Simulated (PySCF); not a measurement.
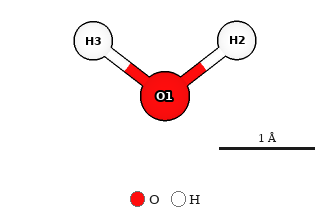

Figure 1. The structure as given in the input (ball-and-stick view, seen on its broad side; atoms are numbered from 1 in the order of the input).

# H2O: a changed input and its effect

System: H2O.
Method of the first run: RKS PBE-D4/def2-TZVPP, density fitting (PySCF 2.14.0).

The geometry comes from this level: PBE0-D4/def2-TZVP. Text and figures count atoms from 1; the logs count them from 0 in places.

## The input, the first run
```python
import json, numpy as np
from pyscf import gto, scf, dft, mp, cc
EV, BOHR = 27.211386245988, 0.529177210903
mol = gto.M(atom="""
O -1.460751 -0.263047 -0.174581
H -1.464934 -1.018603 0.417032
H -1.936313 -0.555140 -0.955148
""", basis="def2-tzvpp", charge=0, spin=0, max_memory=8670, verbose=0)
def mean_field(mol, dm=None):
    mf = dft.RKS(mol, xc="pbe").density_fit()
    mf.conv_tol = 1e-9; mf.grids.level = 4
    mf.kernel(dm0=dm)
    if not mf.converged: mf = mf.newton().run(mf.mo_coeff, mf.mo_occ)
    assert mf.converged
    return mf
def d4(mol):
    from pyscf.dispersion.dftd4 import DFTD4Dispersion
    real = gto.M(atom=[(mol.atom_pure_symbol(i), mol.atom_coord(i)) for i in range(3)], unit='B', charge=mol.charge, spin=None, basis='def2-svp', verbose=0)
    r = DFTD4Dispersion(real, xc="pbe", atm=True).get_dispersion(grad=True); return r["energy"], r["gradient"]
def energy_and_gradient(mol, dm=None):
    mf = mean_field(mol, dm); e, g = d4(mol)
    return mf, (mf.e_tot + e) * EV, (mf.nuc_grad_method().kernel()[:3] + g) * EV / BOHR
out = {}
mf = mean_field(mol); e = d4(mol)[0]
out.update(energy=(mf.e_tot + e) * EV, converged=True, dispersion=e * EV)
out['s2'] = mf.spin_square()[0]; out['nelec'] = mol.nelec
print(f"Total energy {out['energy']:.6f} eV, <S^2> {out['s2']:.4f}")
json.dump(out, open("out.json", "w"), default=float)
```

Command:
```bash
OMP_NUM_THREADS=4 python run.py
```

Hardware: 4 threads of Intel Xeon @ 2.50GHz, 180 GiB of memory available, shared host.

## Output (the first run)
```
Total energy -2078.417162 eV, <S^2> 0.0000
```

The input of the second run differs as follows (lines with − go, lines with + come):
```diff
-    mf = dft.RKS(mol, xc="pbe").density_fit()
+    mf = dft.RKS(mol, xc="pbe0").density_fit()
-    r = DFTD4Dispersion(real, xc="pbe", atm=True).get_dispersion(grad=True); return r["energy"], r["gradient"]
+    r = DFTD4Dispersion(real, xc="pbe0", atm=True).get_dispersion(grad=True); return r["energy"], r["gradient"]
```

How does the second run compare with the first run?

The total energies belong to different models, so their difference says nothing on which is more stable or more accurate. The functional changes from PBE to PBE0.

## Output (the second run)
```
Total energy -2078.432895 eV, <S^2> 0.0000
```

## The two runs side by side

```csv
quantity,the first run,the second run
outcome,converged,converged
total energy (hartree),−76.380422,−76.381000
basis functions,59,59
wall time (shared host),2.8 s,3.2 s
```
